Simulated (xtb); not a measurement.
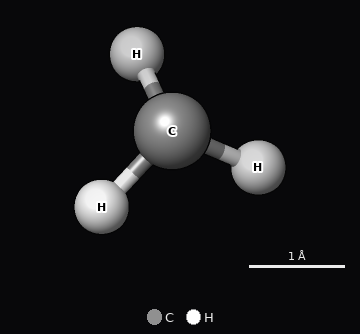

*The structure (ball-and-stick view, seen at a tilt).*

Bond lengths as drawn: C–H 1.09 Å.

## Run report: CH3 (charge −1), frequency calculation

The run: frequency calculation of CH3 (methane, ion(1-)), charge −1, SMILES [CH3-]. Method and program: GFN1-xTB (xtb 6.7.1 later snapshot).

The geometry was optimised with GFN1-xTB.

### Input (input.xyz)
```
4

C     -0.131950    -0.139933     0.235402
H      0.129571     0.892311     0.472172
H     -0.785581    -0.112024    -0.637525
H      0.787960    -0.640354    -0.070059
```

### File input.inp
```
$symmetry
   desy=0.3
$end
```

Hardware: 1 thread of Arm Neoverse V1, 24 GiB of memory available, shared host.

Run as:
```bash
xtb input.xyz --hess -c -1 -u 0 --gfn 1 -I input.inp > run.log 2> xtb.err
```

### What the program printed
```
* xtb version 6.7.1
   ID    Z sym.   atoms
    1    6 C      1
    2    1 H      2-4

           -------------------------------------------------
          |                Calculation Setup                |
           -------------------------------------------------

          program call               : xtb input.xyz --hess -c -1 -u 0 --gfn 1 -I input.inp
          coordinate file            : input.xyz
          omp threads                :                     1

           -------------------------------------------------
          |                 G F N 1 - x T B                 |
           -------------------------------------------------

      * Hamiltonian:
        H0-scaling (s, p, d)           1.850000    2.250000    2.000000
        zeta-weighting                 0.000000
      * Dispersion:
        s8                             2.400000
        a1                             0.630000
        a2                             5.000000
        s9                             0.000000
      * Repulsion:
        kExp                           1.500000
        rExp                           1.000000
      * Coulomb:
        alpha                          2.000000
        third order                    atomic
        anisotropic                    false
      * Halogen bond correction:
        rad-scale                      1.300000
        damping                        0.440000

          ...................................................
          :                      SETUP                      :
          :.................................................:
          :  # basis functions                  10          :
          :  # atomic orbitals                  10          :
          :  # shells                            8          :
          :  # electrons                         8          :
          :  # halogen bonds                     0          :
          :  max. iterations                   250          :
          :  Hamiltonian                  GFN1-xTB          :
          :  restarted?                      false          :
          :  GBSA solvation                  false          :
          :  PC potential                    false          :
          :  electronic temp.          300.0000000     K    :
          :  accuracy                    1.0000000          :
          :  -> integral cutoff          0.2500000E+02      :
          :  -> integral neglect         0.1000000E-07      :
          :  -> SCF convergence          0.1000000E-05 Eh   :
          :  -> wf. convergence          0.2000000E-04 e    :
          :  Broyden damping             0.4000000          :
          :  net charge                         -1          :
          :  unpaired electrons                  0          :
          ...................................................

 iter      E             dE          RMSdq      gap      omega  full diag
   1     -3.8719050 -0.387190E+01  0.920E+00    6.12       0.0  T
   2     -3.8723192 -0.414248E-03  0.557E+00    6.24       1.0  T
   3     -3.8728586 -0.539413E-03  0.307E-01    6.49       1.0  T
   4     -3.8730030 -0.144377E-03  0.119E-01    6.64       1.0  T
   5     -3.8730431 -0.400537E-04  0.218E-02    6.75       2.3  T
   6     -3.8730447 -0.165997E-05  0.299E-03    6.77      16.7  T
   7     -3.8730447  0.199951E-07  0.359E-03    6.78      13.9  T
   8     -3.8730447 -0.501216E-07  0.130E-04    6.78     385.3  T
   9     -3.8730447 -0.641194E-10  0.426E-07    6.78  100000.0  T

   *** convergence criteria satisfied after 9 iterations ***

         #    Occupation            Energy/Eh            Energy/eV
      -------------------------------------------------------------
         1        2.0000           -0.2735887              -7.4447
         2        2.0000           -0.1759200              -4.7870
         3        2.0000           -0.1758938              -4.7863
         4        2.0000           -0.0463769              -1.2620 (HOMO)
         5                          0.2026771               5.5151 (LUMO)
         6                          0.2738002               7.4505
         7                          0.2738131               7.4508
         8                          0.5886975              16.0193
         9                          0.5888262              16.0228
        10                          0.7987291              21.7345
      -------------------------------------------------------------
                  HL-Gap            0.2490540 Eh            6.7771 eV
             Fermi-level            0.0781501 Eh            2.1266 eV

 SCC (total)                   0 d,  0 h,  0 min,  0.001 sec
 SCC setup                      ...        0 min,  0.000 sec (  4.170%)
 Dispersion                     ...        0 min,  0.000 sec (  1.974%)
 classical contributions        ...        0 min,  0.000 sec (  0.415%)
 integral evaluation            ...        0 min,  0.000 sec ( 15.231%)
 iterations                     ...        0 min,  0.001 sec ( 49.619%)
 molecular gradient             ...        0 min,  0.000 sec ( 20.871%)
 printout                       ...        0 min,  0.000 sec (  6.880%)

         :::::::::::::::::::::::::::::::::::::::::::::::::::::
         ::                     SUMMARY                     ::
         :::::::::::::::::::::::::::::::::::::::::::::::::::::
         :: total energy              -3.823985435013 Eh    ::
         :: gradient norm              0.000040620202 Eh/a0 ::
         :: HOMO-LUMO gap              6.777103758933 eV    ::
         ::.................................................::
         :: SCC energy                -3.873044741746 Eh    ::
         :: -> electrostatic           0.184852881317 Eh    ::
         :: repulsion energy           0.049383793190 Eh    ::
         :: dispersion energy         -0.000324486456 Eh    ::
         :: halogen bond corr.         0.000000000000 Eh    ::
         :: add. restraining           0.000000000000 Eh    ::
         :: total charge              -1.000000000000 e     ::
         :::::::::::::::::::::::::::::::::::::::::::::::::::::

           -------------------------------------------------
          |                Numerical Hessian                |
           -------------------------------------------------
step length          :   0.00500
SCC accuracy         :   0.30000
Hessian scale factor :   1.00000
frozen atoms in %    :   0.00000    0
RMS gradient         :   0.00004
estimated CPU  time      0.00 min

writing file <hessian>, containing the non-mass-weighted Hessian matrix in atomic units (Eₕ/Bohr²).

 projected vibrational frequencies (cm⁻¹)
eigval :       -0.00    -0.00    -0.00     0.00     0.00     0.00
eigval :     1066.31  1492.54  1492.65  2640.66  3009.94  3010.03
           -------------------------------------------------
          |                Property Printout                |
           -------------------------------------------------

    * Orbital Energies and Occupations

         #    Occupation            Energy/Eh            Energy/eV
      -------------------------------------------------------------
         1        2.0000           -0.2735887              -7.4447
         2        2.0000           -0.1759200              -4.7870
         3        2.0000           -0.1758938              -4.7863
         4        2.0000           -0.0463769              -1.2620 (HOMO)
         5                          0.2026771               5.5151 (LUMO)
         6                          0.2738002               7.4505
         7                          0.2738131               7.4508
         8                          0.5886975              16.0193
         9                          0.5888262              16.0228
        10                          0.7987291              21.7345
      -------------------------------------------------------------
                  HL-Gap            0.2490540 Eh            6.7771 eV
Refinement of some symmetry elements was terminated before convergence was reached.
Some symmetry elements may remain unidentified.
Molecule has the following symmetry elements: (C3) 3*(sigma)
It seems to be the C3v point group
             Fermi-level            0.0781501 Eh            2.1266 eV

  Mulliken/CM5 charges         n(s)   n(p)   n(d)
     1     -1.01901 -1.16203   1.177  3.842  0.000
     2      0.00634  0.05401   0.994  0.000  0.000
     3      0.00633  0.05401   0.994  0.000  0.000
     4      0.00634  0.05402   0.994  0.000  0.000

Wiberg/Mayer (AO) data.
largest (>0.10) Wiberg bond orders for each atom

 ---------------------------------------------------------------------------
     #   Z sym  total        # sym  WBO       # sym  WBO       # sym  WBO
 ---------------------------------------------------------------------------
     1   6      3.037 --     3      1.012     2      1.012     4      1.012
     2   1      1.019 --     1      1.012
     3   1      1.019 --     1      1.012
     4   1      1.019 --     1      1.012
 ---------------------------------------------------------------------------

Topologies differ in total number of bonds
Writing topology from bond orders to xtbtopo.mol

 dipole moment from electron density (au)
     X       Y       Z
   0.5276   0.5596  -0.9414  total (Debye):    3.090

           -------------------------------------------------
          |               Frequency Printout                |
           -------------------------------------------------
 projected vibrational frequencies (cm⁻¹)
eigval :       -0.00    -0.00    -0.00     0.00     0.00     0.00
eigval :     1066.31  1492.54  1492.65  2640.66  3009.94  3010.03
 reduced masses (amu)
    1:      1.42    2:      2.99    3:      1.11    4:      2.82    5:      2.25    6:      1.04
    7:      1.21    8:      1.08    9:      1.08   10:      1.02   11:      1.10   12:      1.10
 IR intensities (km·mol⁻¹)
    1:     76.90    2:     83.08    3:     23.46    4:     86.79    5:     52.79    6:     48.81
    7:    115.12    8:     15.08    9:     15.09   10:    333.30   11:     83.18   12:     83.14
 Raman intensities (Ä⁴*amu⁻¹)
    1:      0.00    2:      0.00    3:      0.00    4:      0.00    5:      0.00    6:      0.00
    7:      0.00    8:      0.00    9:      0.00   10:      0.00   11:      0.00   12:      0.00
 output can be read by thermo (or use thermo option).
 writing <g98.out> molden fake output.
 recommended (thermochemical) frequency scaling factor: 1.0
           -------------------------------------------------
          |             Thermodynamic Functions             |
           -------------------------------------------------

c3v symmetry found (for desy threshold:  0.30E+00) used in thermo

          ...................................................
          :                      SETUP                      :
          :.................................................:
          :  # frequencies                           6      :
          :  # imaginary freq.                       0      :
          :  linear?                             false      :
          :  only rotor calc.                    false      :
          :  symmetry                              c3v      :
          :  rotational number                       3      :
          :  scaling factor                  1.0000000      :
          :  rotor cutoff                   50.0000000 cm⁻¹ :
          :  imag. cutoff                  -20.0000000 cm⁻¹ :
          :.................................................:

    mode    ω/cm⁻¹     T·S(HO)/kcal·mol⁻¹    T·S(FR)/kcal·mol⁻¹   T·S(vib)
   ------------------------------------------------------------------------
   ------------------------------------------------------------------------

   temp. (K)  partition function   enthalpy   heat capacity  entropy
                                   cal/mol     cal/K/mol   cal/K/mol   J/K/mol
 298.15  VIB   1.01                   24.251      0.465      0.096
         ROT   87.3                  888.727      2.981     11.863
         INT   88.0                  912.978      3.446     11.959
         TR   0.178E+25             1481.212      4.968     34.070
         TOT                        2394.1908     8.4140    46.0291   192.5856

       T/K    H(0)-H(T)+PV         H(T)/Eh          T*S/Eh         G(T)/Eh
   ------------------------------------------------------------------------
    298.15    0.381539E-02    0.327758E-01    0.218699E-01    0.109059E-01
   ------------------------------------------------------------------------

         :::::::::::::::::::::::::::::::::::::::::::::::::::::
         ::                  THERMODYNAMIC                  ::
         :::::::::::::::::::::::::::::::::::::::::::::::::::::
         :: total free energy          -3.813079572374 Eh   ::
         ::.................................................::
         :: total energy               -3.823985435013 Eh   ::
         :: zero point energy           0.028960368264 Eh   ::
         :: G(RRHO) w/o ZPVE           -0.018054505625 Eh   ::
         :: G(RRHO) contrib.            0.010905862639 Eh   ::
         :::::::::::::::::::::::::::::::::::::::::::::::::::::

           -------------------------------------------------
          | TOTAL ENERGY               -3.823985435013 Eh   |
          | TOTAL ENTHALPY             -3.791209680830 Eh   |
          | TOTAL FREE ENERGY          -3.813079572374 Eh   |
          | GRADIENT NORM               0.000040619913 Eh/α |
          | HOMO-LUMO GAP               6.777104332919 eV   |
           -------------------------------------------------

------------------------------------------------------------------------
------------------------------------------------------------------------
 total:
 *  cpu-time:     0 d,  0 h,  0 min,  0.021 sec
 * ratio c/w:     1.000 speedup
 SCF:
 *  cpu-time:     0 d,  0 h,  0 min,  0.001 sec
 * ratio c/w:     0.998 speedup
 analytical hessian:
 *  cpu-time:     0 d,  0 h,  0 min,  0.015 sec
 * ratio c/w:     1.000 speedup
```

### File vibspectrum
```
$vibrational spectrum
#  mode     symmetry     wave number   IR intensity    selection rules
#                         cm**(-1)      (km*mol⁻¹)        IR
     1                      -0.00         0.00000          -
     2                      -0.00         0.00000          -
     3                      -0.00         0.00000          -
     4                       0.00         0.00000          -
     5                       0.00         0.00000          -
     6                       0.00         0.00000          -
     7        a           1066.31       115.12484         YES
     8        a           1492.54        15.08043         YES
     9        a           1492.65        15.08695         YES
    10        a           2640.66       333.30147         YES
    11        a           3009.94        83.17521         YES
    12        a           3010.03        83.13783         YES
$end
```

### Standard error
```
normal termination of xtb
```

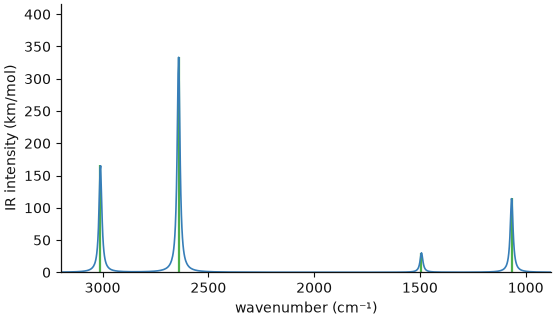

*Harmonic infrared spectrum, unscaled: sticks (degenerate modes added up, dark ones marked on the axis) with a Lorentzian envelope of 16 cm⁻¹ full width, scaled to the tallest stick.*

6 modes from 1066 to 3010 cm⁻¹, none imaginary. The strongest line is at 2641 cm⁻¹ (333 km/mol). All modes, in cm⁻¹ (km/mol): 1066 (115), 1493 (15.1), 1493 (15.1), 2641 (333), 3010 (83), 3010 (83).

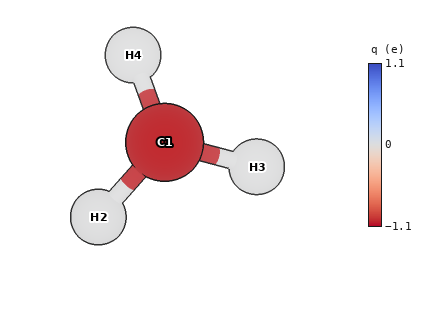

*Mulliken charges, as the colour of each atom (ball-and-stick view, seen on its broad side; atoms are numbered from 1 in the order of the input).*

By element: C −1.02 and H +0.01 e.

### Key numbers

- outcome: converged
- electrons treated: 8
- total energy: −3.823985 hartree
- dispersion energy: −0.000324 hartree
- basis functions: 10
- HOMO: −1.26 eV
- LUMO: 5.52 eV
- zero-point energy: 0.028960 hartree
- wavenumbers, lowest and highest: 1066 and 3010 cm⁻¹
- peak memory: 0.072 GiB
